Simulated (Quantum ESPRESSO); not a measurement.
**MnCO3 (Rhodochrosite): parallel and opposed starts**

A self-consistent run ends on one state, which hangs on the start. Several orders of MnCO3 (Rhodochrosite) are started in Quantum ESPRESSO and their energies compared.

Main program and level: Quantum ESPRESSO 7.5; PBEsol with U = 4 eV on Mn d (ortho-atomic projectors); plane waves with GBRV 1.5 PBEsol potentials, no spin-orbit coupling.

### Step 1. Starting point

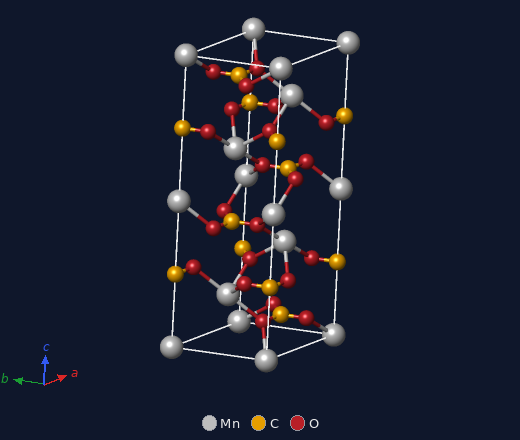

The starting structure, seen from a free direction (manganese light grey, carbon orange, oxygen red). This picture shows the conventional cell, with its axes. Bonds to atoms that aren't drawn are left out. Some periodic images of atoms are drawn too.

The cell comes from the Crystallography Open Database.

### Step 2. Run 1 (ferro ++)

The signs are those of the starting moments on the seeded atoms, the atoms that are given a moment.

The input, pw.in:

```
&CONTROL
  calculation = 'scf'
  prefix = 'pwscf'
  outdir = './tmp'
  pseudo_dir = './pseudo'
  disk_io = 'nowf'
/
&SYSTEM
  ibrav = 0
  nat = 10
  ntyp = 3
  ecutwfc = 40
  ecutrho = 280
  nbnd = 55
  occupations = 'smearing'
  smearing = 'fd'
  degauss = 0.00367493
  nspin = 2
  starting_magnetization(1) = 0.3
  starting_magnetization(2) = 0
  starting_magnetization(3) = 0
/
&ELECTRONS
  conv_thr = 2d-08
  electron_maxstep = 150
  mixing_beta = 0.3
/
ATOMIC_SPECIES
Mn     54.9380 mn_pbesol_v1.5.uspp.F.UPF
C      12.0110 c_pbesol_v1.2.uspp.F.UPF
O      15.9990 o_pbesol_v1.2.uspp.F.UPF
CELL_PARAMETERS angstrom
   2.3865000000    1.3778464174    5.2140000000
  -2.3865000000    1.3778464174    5.2140000000
   0.0000000000   -2.7556928348    5.2140000000
ATOMIC_POSITIONS crystal
Mn      0.0000000000    0.0000000000    0.0000000000
Mn      0.5000000000    0.5000000000    0.5000000000
C       0.2500000000    0.2500000000    0.2500000000
C       0.7500000000    0.7500000000    0.7500000000
O       0.5195000000    0.9805000000    0.2500000000
O       0.2500000000    0.5195000000    0.9805000000
O       0.9805000000    0.2500000000    0.5195000000
O       0.4805000000    0.0195000000    0.7500000000
O       0.7500000000    0.4805000000    0.0195000000
O       0.0195000000    0.7500000000    0.4805000000
K_POINTS automatic
6 6 6 0 0 0
HUBBARD {ortho-atomic}
U Mn-3d 4.0000
```

Command:

```
OMP_NUM_THREADS=1 mpirun -n 4 pw.x -nk 4 -in pw.in > pw.out
```

The log of the run:

```text
Program PWSCF v.7.5 starts

     Message from routine setup:
     using ibrav=0 with symmetry is DISCOURAGED, use correct ibrav instead

     K-points division:     npool     =       4
     Subspace diagonalization in iterative solution of the eigenvalue problem:

     G-vector sticks info
     --------------------
     sticks:   dense  smooth     PW     G-vecs:    dense   smooth      PW
     Sum        2051    1175    361                54851    23739    4023

     Using Slab Decomposition

     bravais-lattice index     =            0
     lattice parameter (alat)  =      11.1445  a.u.
     unit-cell volume          =     694.1944 (a.u.)^3
     number of atoms/cell      =           10
     number of atomic types    =            3
     number of electrons       =        74.00
     number of Kohn-Sham states=           55
     kinetic-energy cutoff     =      40.0000  Ry
     charge density cutoff     =     280.0000  Ry
     scf convergence threshold =      2.0E-08
     mixing beta               =       0.3000
     number of iterations used =            8  plain     mixing
     Exchange-correlation= SLA  PW   PSX  PSC
                           (   1   4  10   8   0   0   0)
     Hubbard projectors: ortho-atomic
     Hubbard parameters of DFT+U (Dudarev formulation) in eV:
     U(Mn-3d) =  4.0000

     Internal variables: lda_plus_u =T, lda_plus_u_kind = 0

     Internal variables: orbital_resolved =F, hub_pot_fix =F, apply_U = F

     celldm(1)=  11.144521  celldm(2)=   0.000000  celldm(3)=   0.000000
     celldm(4)=   0.000000  celldm(5)=   0.000000  celldm(6)=   0.000000

     crystal axes: (cart. coord. in units of alat)
               a(1) = (   0.404668   0.233635   0.884114 )
               a(2) = (  -0.404668   0.233635   0.884114 )
               a(3) = (   0.000000  -0.467270   0.884114 )

     reciprocal axes: (cart. coord. in units 2 pi/alat)
               b(1) = (  1.235581  0.713363  0.377025 )
               b(2) = ( -1.235581  0.713363  0.377025 )
               b(3) = (  0.000000 -1.426726  0.377025 )

     PseudoPot. # 1 for Mn read from file:
     mn_pbesol_v1.5.uspp.F.UPF
     Pseudo is Ultrasoft + core correction, Zval = 15.0
     Generated by new atomic code, or converted to UPF format
     Using radial grid of  859 points,  6 beta functions with:
                l(1) =   0
                l(2) =   0
                l(3) =   1
                l(4) =   1
                l(5) =   2
                l(6) =   2
     Q(r) pseudized with  8 coefficients,  rinner =    0.950   0.950   0.950
                                                       0.950   0.950

     PseudoPot. # 2 for C  read from file:
     c_pbesol_v1.2.uspp.F.UPF
     Pseudo is Ultrasoft + core correction, Zval =  4.0
     Generated by new atomic code, or converted to UPF format
     Using radial grid of  721 points,  4 beta functions with:
                l(1) =   0
                l(2) =   0
                l(3) =   1
                l(4) =   1
     Q(r) pseudized with  8 coefficients,  rinner =    1.100   1.100   1.100

     PseudoPot. # 3 for O  read from file:
     o_pbesol_v1.2.uspp.F.UPF
     Pseudo is Ultrasoft + core correction, Zval =  6.0
     Generated by new atomic code, or converted to UPF format
     Using radial grid of  737 points,  5 beta functions with:
                l(1) =   0
                l(2) =   0
                l(3) =   1
                l(4) =   1
                l(5) =   2
     Q(r) pseudized with  8 coefficients,  rinner =    0.900   0.900   0.900
                                                       0.900   0.900

     atomic species   valence    mass     pseudopotential
     Mn               15.00    54.93800     Mn( 1.00)
     C                 4.00    12.01100     C ( 1.00)
     O                 6.00    15.99900     O ( 1.00)

     Starting magnetic structure
     atomic species   magnetization
     Mn              0.300
     C               0.000
     O               0.000

     12 Sym. Ops., with inversion, found ( 6 have fractional translation)

   Cartesian axes

     site n.     atom                  positions (alat units)
         1        Mn     tau(   1) = (   0.0000000   0.0000000   0.0000000  )
         2        Mn     tau(   2) = (   0.0000000   0.0000000   1.3261717  )
         3        C      tau(   3) = (   0.0000000   0.0000000   0.6630858  )
         4        C      tau(   4) = (  -0.0000000   0.0000000   1.9892575  )
         5        O      tau(   5) = (  -0.1865520   0.2336352   1.5472003  )
         6        O      tau(   6) = (  -0.1090580  -0.2783763   1.5472003  )
         7        O      tau(   7) = (   0.2956100   0.0447411   1.5472003  )
         8        O      tau(   8) = (   0.1865520  -0.2336352   1.1051431  )
         9        O      tau(   9) = (   0.1090580   0.2783763   1.1051431  )
        10        O      tau(  10) = (  -0.2956100  -0.0447411   1.1051431  )

     number of k points=    32  Fermi-Dirac smearing, width (Ry)=  0.0037
                       cart. coord. in units 2pi/alat
        k(    1) = (   0.0000000   0.0000000   0.0000000), wk =   0.0046296
        k(    2) = (   0.0000000  -0.2377876   0.0628375), wk =   0.0277778
        k(    3) = (   0.0000000  -0.4755752   0.1256750), wk =   0.0277778
        k(    4) = (   0.0000000   0.7133628  -0.1885125), wk =   0.0138889
        k(    5) = (  -0.2059301  -0.1188938   0.1256750), wk =   0.0277778
        [... 27 further k-points ...]

     Dense  grid:    54851 G-vectors     FFT dimensions: (  60,  60,  60)

     Smooth grid:    23739 G-vectors     FFT dimensions: (  48,  48,  48)

     Check: negative core charge=   -0.000031
     Generating pointlists ...
     new r_m :   0.1534 (alat units)  1.7092 (a.u.) for type    1
     new r_m :   0.0900 (alat units)  1.0027 (a.u.) for type    2
     new r_m :   0.0900 (alat units)  1.0027 (a.u.) for type    3

     Initial potential from superposition of free atoms

     starting charge      72.9998, renormalised to      74.0000

     STARTING HUBBARD OCCUPATIONS:

     =================== HUBBARD OCCUPATIONS ===================
     ------------------------ ATOM    1 ------------------------
     Tr[ns(  1)] (up, down, total) =   5.00000  0.00000  5.00000
     Atomic magnetic moment for atom   1 =   5.00000
     [... lines left out ...]
     ------------------------ ATOM    2 ------------------------
     Tr[ns(  2)] (up, down, total) =   5.00000  0.00000  5.00000
     Atomic magnetic moment for atom   2 =   5.00000
     [... lines left out ...]
     Number of occupied Hubbard levels =   10.0000

     Atomic wfc used for Hubbard projectors are orthogonalized

     Starting wfcs are   58 randomized atomic wfcs

     Self-consistent Calculation

     iteration #  1     ecut=    40.00 Ry     beta= 0.30
     Davidson diagonalization with overlap
     ethr =  1.00E-02,  avg # of iterations =  5.2

     =================== HUBBARD OCCUPATIONS ===================
     ------------------------ ATOM    1 ------------------------
     Tr[ns(  1)] (up, down, total) =   4.95815  0.12855  5.08670
     Atomic magnetic moment for atom   1 =   4.82960
     [... lines left out ...]
     ------------------------ ATOM    2 ------------------------
     Tr[ns(  2)] (up, down, total) =   4.95815  0.12855  5.08670
     Atomic magnetic moment for atom   2 =   4.82960
     [... lines left out ...]
     Number of occupied Hubbard levels =   10.1734

     total energy              =    -638.40001435 Ry
     estimated scf accuracy    <       1.20353447 Ry

     total magnetization       =    10.00 Bohr mag/cell
     absolute magnetization    =    10.00 Bohr mag/cell

     iteration #  2     ecut=    40.00 Ry     beta= 0.30
     Davidson diagonalization with overlap
     ethr =  1.63E-03,  avg # of iterations =  2.2

     total energy              =    -638.55801340 Ry
     estimated scf accuracy    <       0.10391534 Ry

     total magnetization       =    10.00 Bohr mag/cell
     absolute magnetization    =    10.00 Bohr mag/cell

     iteration #  3     ecut=    40.00 Ry     beta= 0.30
     Davidson diagonalization with overlap
     ethr =  1.40E-04,  avg # of iterations =  7.1

     negative rho (up, down):  0.000E+00 6.303E-04

     total energy              =    -638.57269927 Ry
     estimated scf accuracy    <       0.03379180 Ry

     total magnetization       =    10.00 Bohr mag/cell
     absolute magnetization    =    10.00 Bohr mag/cell

     [... further iterations left out ...]

     iteration #  7     ecut=    40.00 Ry     beta= 0.30
     Davidson diagonalization with overlap
     ethr =  5.21E-08,  avg # of iterations =  2.0

     negative rho (up, down):  0.000E+00 8.115E-04

     total energy              =    -638.57508695 Ry
     estimated scf accuracy    <       0.00000716 Ry

     total magnetization       =    10.00 Bohr mag/cell
     absolute magnetization    =    10.00 Bohr mag/cell

     iteration #  8     ecut=    40.00 Ry     beta= 0.30
     Davidson diagonalization with overlap
     ethr =  9.68E-09,  avg # of iterations =  2.0

     negative rho (up, down):  0.000E+00 8.110E-04

     total energy              =    -638.57508859 Ry
     estimated scf accuracy    <       0.00000091 Ry

     total magnetization       =    10.00 Bohr mag/cell
     absolute magnetization    =    10.00 Bohr mag/cell

     iteration #  9     ecut=    40.00 Ry     beta= 0.30
     Davidson diagonalization with overlap
     ethr =  1.23E-09,  avg # of iterations =  2.0

     negative rho (up, down):  0.000E+00 8.113E-04

     total energy              =    -638.57508917 Ry
     estimated scf accuracy    <       0.00000035 Ry

     total magnetization       =    10.00 Bohr mag/cell
     absolute magnetization    =    10.00 Bohr mag/cell

     iteration # 10     ecut=    40.00 Ry     beta= 0.30
     Davidson diagonalization with overlap
     ethr =  4.70E-10,  avg # of iterations =  2.0

     negative rho (up, down):  0.000E+00 8.108E-04

     Magnetic moment per site  (integrated on atomic sphere of radius R)
     atom   1 (R=0.153)  charge= 12.4840  magn=  4.2833
     atom   2 (R=0.153)  charge= 12.4840  magn=  4.2833
     atom   3 (R=0.090)  charge=  1.3004  magn=  0.0148
     atom   4 (R=0.090)  charge=  1.3004  magn=  0.0148
     atom   5 (R=0.090)  charge=  3.3027  magn=  0.0265
     atom   6 (R=0.090)  charge=  3.3027  magn=  0.0265
     atom   7 (R=0.090)  charge=  3.3027  magn=  0.0265
     atom   8 (R=0.090)  charge=  3.3027  magn=  0.0265
     atom   9 (R=0.090)  charge=  3.3027  magn=  0.0265
     atom  10 (R=0.090)  charge=  3.3027  magn=  0.0265

     End of self-consistent calculation

     =================== HUBBARD OCCUPATIONS ===================
     ------------------------ ATOM    1 ------------------------
     Tr[ns(  1)] (up, down, total) =   4.97757  0.20789  5.18546
     Atomic magnetic moment for atom   1 =   4.76968
     [... lines left out ...]
     ------------------------ ATOM    2 ------------------------
     Tr[ns(  2)] (up, down, total) =   4.97757  0.20789  5.18546
     Atomic magnetic moment for atom   2 =   4.76968
     [... lines left out ...]
     Number of occupied Hubbard levels =   10.3709

     [... lines left out ...]
     the Fermi energy is     9.0345 ev

!    total energy              =    -638.57508950 Ry
     estimated scf accuracy    <       0.00000001 Ry
     smearing contrib. (-TS)   =      -0.00000000 Ry
     internal energy E=F+TS    =    -638.57508950 Ry

     The total energy is F=E-TS. E is the sum of the following terms:
     one-electron contribution =    -328.44559381 Ry
     hartree contribution      =     199.18790668 Ry
     xc contribution           =    -103.67673540 Ry
     ewald contribution        =    -405.70434535 Ry
     Hubbard energy            =       0.06367838 Ry

     total magnetization       =    10.00 Bohr mag/cell
     absolute magnetization    =    10.00 Bohr mag/cell

     convergence has been achieved in  10 iterations

=------------------------------------------------------------------------------=
   JOB DONE.
=------------------------------------------------------------------------------=
```

Wall time 68 s (4 MPI ranks of Arm Neoverse V2, shared host); peak memory 0.68 GiB; 4.5 min of CPU time.

Spin moment in the atom's sphere by atom:

```csv
atom,spin moment in the atom's sphere (μB)
Mn1,4.28
Mn2,4.28
C3,0.01
C4,0.01
O5,0.03
O6,0.03
O7,0.03
O8,0.03
O9,0.03
O10,0.03
```

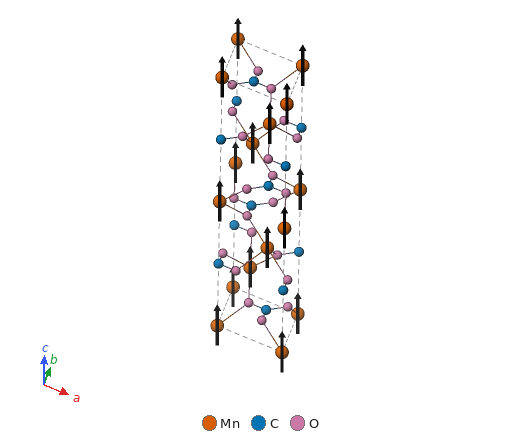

Spin moment in the atom's sphere as arrows, the longest 4.28 μB. Up and down stand for the sign. Arrows give size and sign along the axis of quantisation, drawn up and down the page. Bonds to atoms that aren't drawn are left out. Some periodic images of atoms are drawn too.

This step gave:

| Property | Result |
| --- | --- |
| smearing term TS | 2.16e-15 eV |
| magnetization | 10 μB |
| absolute magnetization | 10.00 μB |
| final state | ferromagnetic |

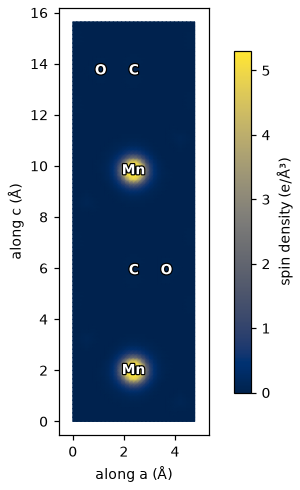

Spin density in the ac plane of the conventional cell at fractional y = 0.000, with atoms of Mn and C and O within 0.2 Å of it. The map starts off the cell's origin, so that atoms lie inside it.

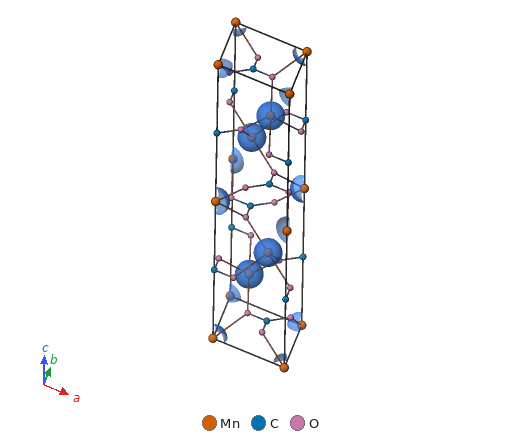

Surface of spin density = 0.63 e/Å³, which holds about 70 % of the integral of its size. Bonds to atoms that aren't drawn are left out.

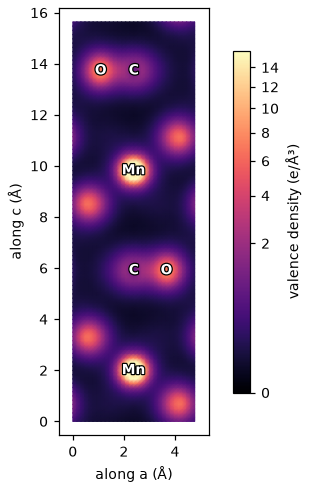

Valence density in the ac plane of the conventional cell at fractional y = 0.000, with atoms of Mn and C and O within 0.2 Å of it. It is the smooth field of the valence electrons, not physical close to the nuclei. The map starts off the cell's origin, so that atoms lie inside it. The colour scale is stretched toward low values.

(Continued in part 2 of 3.)

[Logs and program files are shortened in this print: banners, set-up blocks, solver, clock and traceback lines can be left out without a mark of their own.]

[Logs are printed without paths, hosts, clocks, repeated set-up lines and the standing remarks that a program may print on its own settings, such as how far it seeks lower states.]

[Hosts, paths, dates, database ids (printed as entryN), source tags and the programs' standing remarks are cut or masked in the printed files.]

[Where a cell is said to come from a database of computed structures, the database is the Materials Project.]
